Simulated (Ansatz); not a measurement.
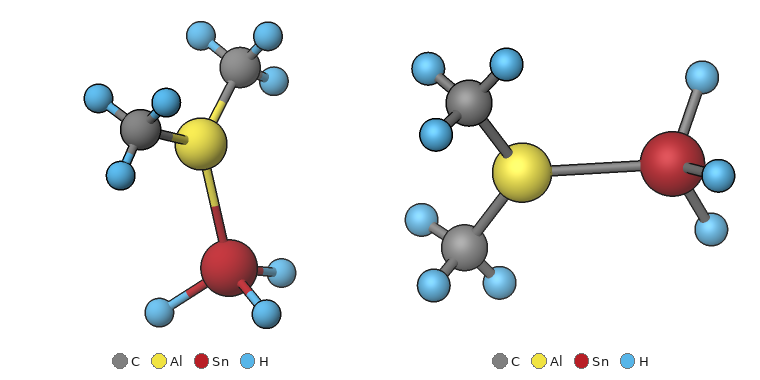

Both panels show the same species.

Computed geometry: PBE0-D4/def2-TZVP optimisation. No frequency run is at hand to confirm it as a minimum.

Describe the molecule.

It has 13 atoms: 2 carbon, 9 hydrogen, 1 aluminium and 1 tin (C₂H₉AlSn). Its SMILES string is `[CH3][Al]([CH3])[SnH3]`. Coordination: 2 C tetrahedral; 1 Al trigonal planar; 1 Sn tetrahedral.

The parts below concern this one geometry. Atoms keep their numbers from picture to picture.

## Shape

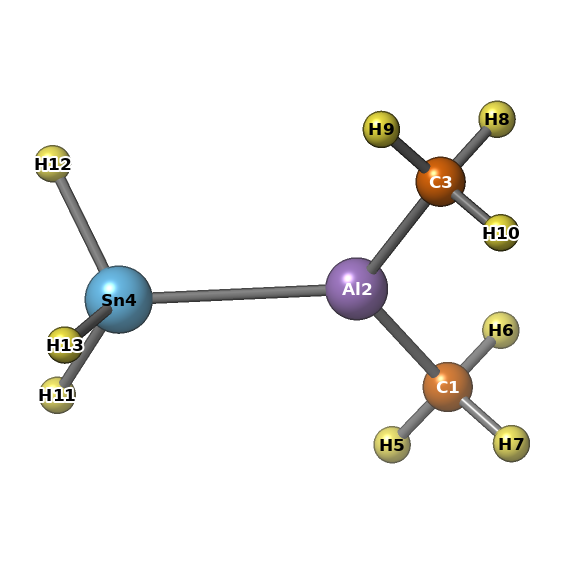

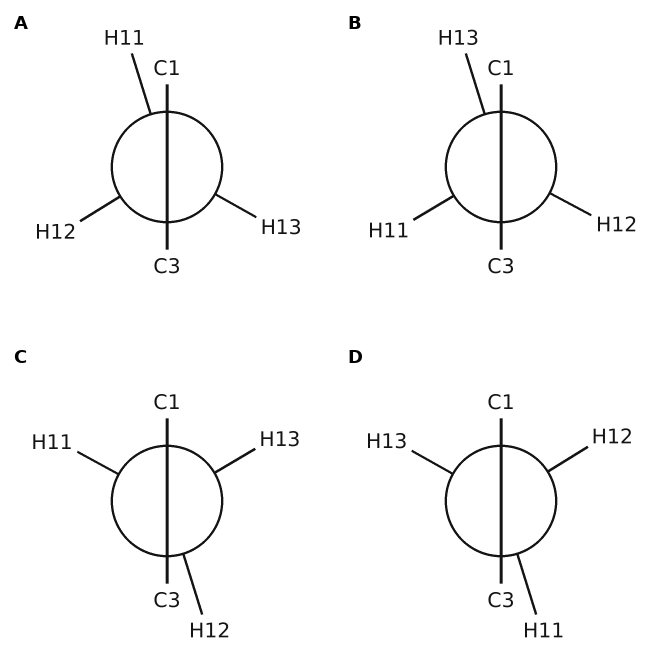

Distant atoms are faded towards the background colour. Bonds that would overlap in a projection are set slightly apart. No frequency run is at hand to confirm it as a minimum.

Which Newman projection shows the view along Al2–Sn4, with Al2 in front?

Answer. A. The torsion angle C1–Al2–Sn4–H11 is −1°, synperiplanar (eclipsed).

## Charges

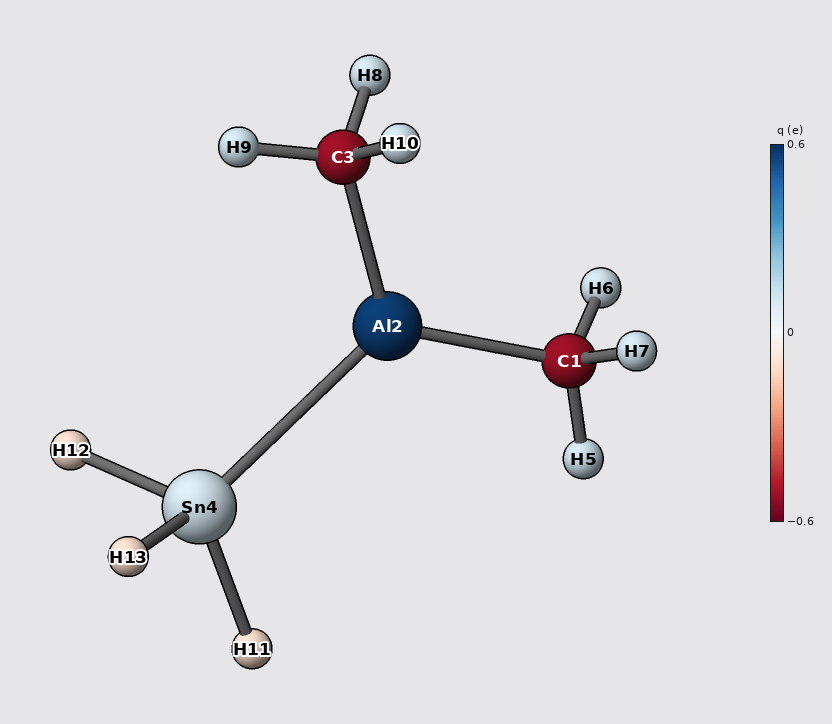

Atoms are coloured by their Mulliken charges. No frequency run is at hand to confirm it as a minimum. Properties computed with RKS ωB97M-V/def2-TZVPP, core potentials on Sn (Ansatz 0.2.0).

Which atom carries the highest charge (most positive or least negative)?

Answer. Al2 (0.56 e).

And the lowest?

Answer. C1, C3 (−0.51 e).

Give the Mulliken charges atom by atom.

| atom | value (e) |
| --- | --- |
| C1 | −0.51 |
| Al2 | 0.56 |
| C3 | −0.51 |
| Sn4 | 0.10 |
| H5 | 0.11 |
| H6 | 0.11 |
| H7 | 0.11 |
| H8 | 0.11 |
| H9 | 0.11 |
| H10 | 0.11 |
| H11 | −0.10 |
| H12 | −0.10 |
| H13 | −0.10 |

## Dipole moment

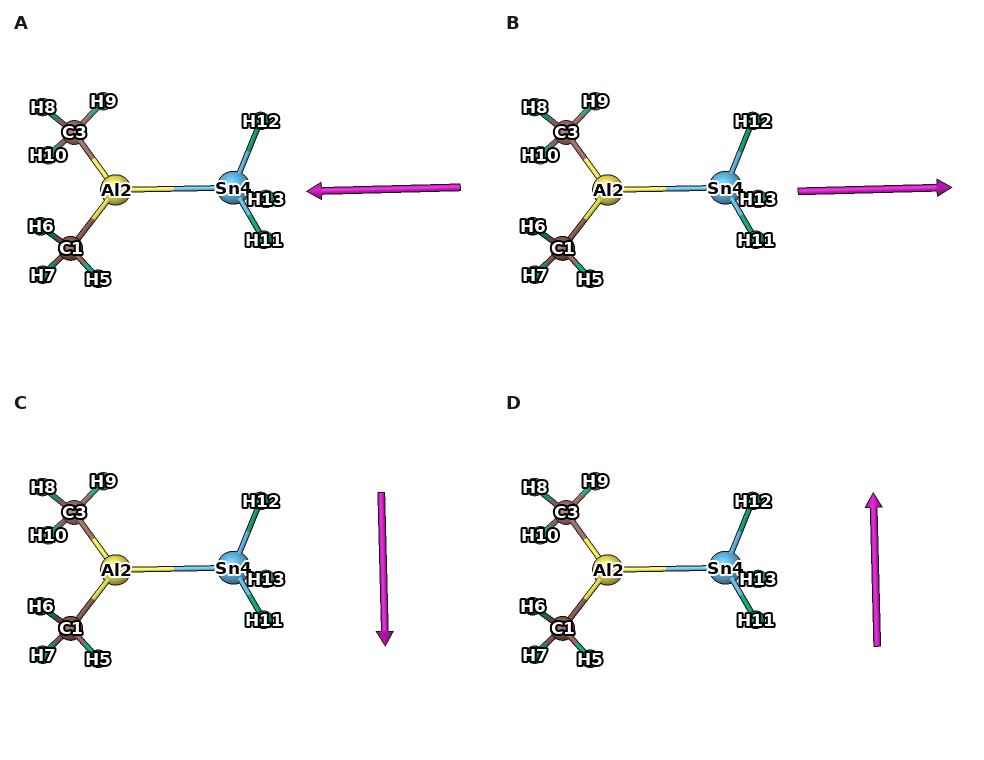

The same molecule four times, each with an arrow. No frequency run is at hand to confirm it as a minimum. Properties computed with RKS r2SCAN-D4/def2-TZVPP, core potentials on Sn (Ansatz 0.2.0).

Which arrow points along the dipole moment, from the negative to the positive end?

Answer. A. The dipole moment is 2.10 D; it points from the side of H11, H12, H13 to the side of H6, H7, H8, H10 (the outermost atoms at the two ends).

## Levels of theory compared

No frequency run is at hand to confirm it as a minimum. Program: Ansatz 0.2.0.

Compare HOMO energy (eV) at these levels: B3LYP-D4/def2-TZVPP; PBE-D4/def2-TZVPP; PBE0-D4/def2-TZVPP; r2SCAN-D4/def2-TZVPP; ωB97M-V/def2-TZVPP; ωB97X-V/def2-TZVPP.

```json
{"level": "B3LYP-D4/def2-TZVPP", "HOMO energy (eV)": "−6.79"}
{"level": "PBE-D4/def2-TZVPP", "HOMO energy (eV)": "−5.95"}
{"level": "PBE0-D4/def2-TZVPP", "HOMO energy (eV)": "−6.97"}
{"level": "r2SCAN-D4/def2-TZVPP", "HOMO energy (eV)": "−6.18"}
{"level": "ωB97M-V/def2-TZVPP", "HOMO energy (eV)": "−8.93"}
{"level": "ωB97X-V/def2-TZVPP", "HOMO energy (eV)": "−9.13"}
```

Mulliken values depend strongly on the basis set and can even reverse the polarity of a bond.
